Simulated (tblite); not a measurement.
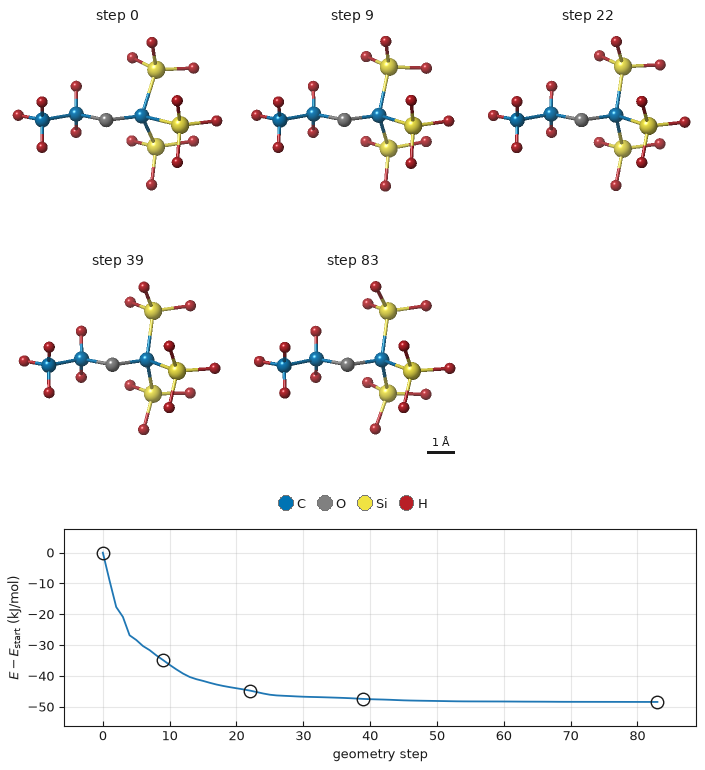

Frames of a relaxation of C3H14OSi3, marked on the history of the run. Style: ball-and-stick. Shown at a tilt.

Level of theory: GFN2-xTB geometry optimisation, gas phase in tblite 0.8.0. 

> What happens along the run?

After 83 geometry steps the energy has fallen by 48.4 kJ/mol. The largest moves after the best rigid fit, 0.44 Å, are those of H atoms. By element the largest moves are H 0.44 Å, C 0.27 Å, O 0.25 Å, Si 0.19 Å. Some distances before and after: H–Si 1.489 → 1.466 Å, C–Si 1.936 → 1.917 Å, C–Si 1.898 → 1.916 Å, C–O 1.466 → 1.452 Å. Bond angles that change, for instance: O–C–Si 112.3° → 97.2°, Si–C–Si 99.2° → 111.7°, Si–C–Si 99.8° → 111.7°. Cost: 1.2 s on 1 thread of Arm Neoverse N1, on a shared host. From step 0 to 9: a Si atom moves most (0.14 Å), energy −34.8 kJ/mol. From step 9 to 22: H atoms move most (0.17 Å), energy −9.92 kJ/mol. From step 22 to 39: H atoms move most (0.16 Å), energy −2.71 kJ/mol. From step 39 to 83: H atoms move most (0.15 Å), energy −0.98 kJ/mol.

```json
{"step": "0", "E − E(0), kJ/mol": "0.00"}
{"step": "1", "E − E(0), kJ/mol": "-9.03"}
{"step": "2", "E − E(0), kJ/mol": "-17.63"}
{"step": "3", "E − E(0), kJ/mol": "-20.83"}
{"step": "4", "E − E(0), kJ/mol": "-26.80"}
{"step": "5", "E − E(0), kJ/mol": "-28.33"}
{"step": "6", "E − E(0), kJ/mol": "-30.28"}
{"step": "7", "E − E(0), kJ/mol": "-31.62"}
{"step": "8", "E − E(0), kJ/mol": "-33.32"}
{"step": "9", "E − E(0), kJ/mol": "-34.82"}
{"step": "10", "E − E(0), kJ/mol": "-36.40"}
{"step": "14", "E − E(0), kJ/mol": "-41.05"}
{"step": "18", "E − E(0), kJ/mol": "-43.23"}
{"step": "22", "E − E(0), kJ/mol": "-44.74"}
{"step": "25", "E − E(0), kJ/mol": "-46.08"}
{"step": "29", "E − E(0), kJ/mol": "-46.63"}
{"step": "33", "E − E(0), kJ/mol": "-46.91"}
{"step": "37", "E − E(0), kJ/mol": "-47.21"}
{"step": "41", "E − E(0), kJ/mol": "-47.59"}
{"step": "45", "E − E(0), kJ/mol": "-47.90"}
{"step": "48", "E − E(0), kJ/mol": "-48.04"}
{"step": "52", "E − E(0), kJ/mol": "-48.19"}
{"step": "56", "E − E(0), kJ/mol": "-48.26"}
{"step": "60", "E − E(0), kJ/mol": "-48.28"}
{"step": "64", "E − E(0), kJ/mol": "-48.33"}
{"step": "68", "E − E(0), kJ/mol": "-48.37"}
{"step": "71", "E − E(0), kJ/mol": "-48.39"}
{"step": "75", "E − E(0), kJ/mol": "-48.40"}
{"step": "79", "E − E(0), kJ/mol": "-48.41"}
{"step": "83", "E − E(0), kJ/mol": "-48.42"}
```
